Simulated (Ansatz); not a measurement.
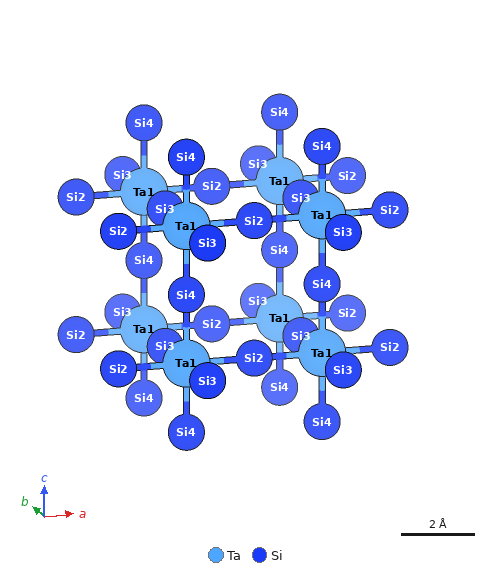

Crystalline TaSi₃ (a generated structure, set up in Pm-3m) (coarse preliminary run), before the relaxation. Style: ball-and-stick. Shown: the cell of the calculation, slightly off an axis.

The calculation used DFT PBE, scalar-relativistic, plane waves, PAW (Ansatz 0.2.0).

The input:
```yaml
crystal:
  lattice:
    - [3.9015636, 0.0, 0.0]
    - [0.0, 3.9015636, 0.0]
    - [0.0, 0.0, 3.9015636]
  atoms:
    - { symbol: Ta, position: [0.0, 0.0, 0.0] }
    - { symbol: Si, position: [0.5, 0.0, 0.0] }
    - { symbol: Si, position: [0.0, 0.5, 0.0] }
    - { symbol: Si, position: [0.0, 0.0, 0.5] }
basis:
  ecutwfc: 420
kpoints:
  mp_grid: { grid: [4, 4, 4] }
hamiltonian:
  xc: pbe
scf:
  occupations: { method: gaussian, width: 0.1 }
  lower_state_search: "off"
output:
  forces: true
  stress: true
  eigenvalues: true
relax:
  adjacent_minimum: "off"
  f_tol: 0.04
  max_steps: 70
  cell: { stress_tol: 0.4 }
```

Command:
```bash
ansatz run input.yaml --threads 1 --pin off --max-ram 2560MiB --backend cpu --events-out ev --progress --plain --runs-dir out
```

What does the optimiser find from here?

The atoms keep their places relative to the cell (all moves are under 0.005 Å). Cell: a = b = c 3.902 → 4.900 Å (+25.6 %). Volume +98.1 %. Among the contacts that change: Si2–Si3 2.759 → 3.465 Å, Ta1–Si2 1.951 → 2.450 Å. The space group stays Pm-3m (No. 221). The energy falls by 14.194 eV per cell of the calculation in 7 accepted moves (9 points after the start). All forces vanish by symmetry, so only the cell relaxes. Pressure: 132.36 GPa at the start and 0.09 GPa at the end. The SCF was repeated twice at an unchanged geometry on a basis and grid sized afresh for the cell, which shifted the energy by 0.143 eV per cell of the calculation at most.

Final geometry:

```
Ta Si
1.0
     4.90016    0.00000    0.00000
     0.00000    4.90016    0.00000
     0.00000    0.00000    4.90016
Ta Si
1 3
Direct
  0.00000 0.00000 0.00000
  0.50000 0.00000 0.00000
  0.00000 0.50000 0.00000
  0.00000 0.00000 0.50000
```

The end point in the same view:

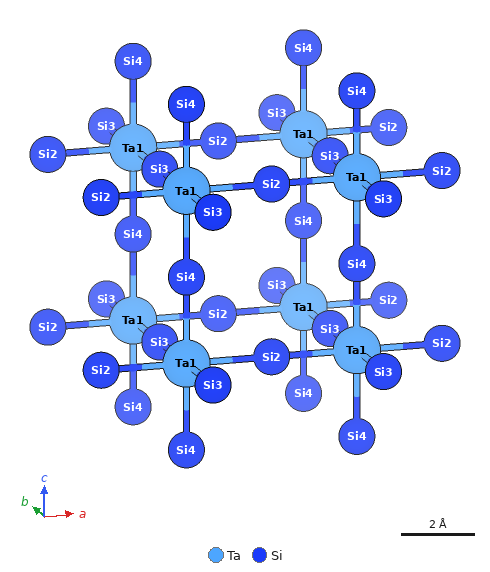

Limits of the set-up: the k-point mesh is coarse for a cell with partly filled bands.
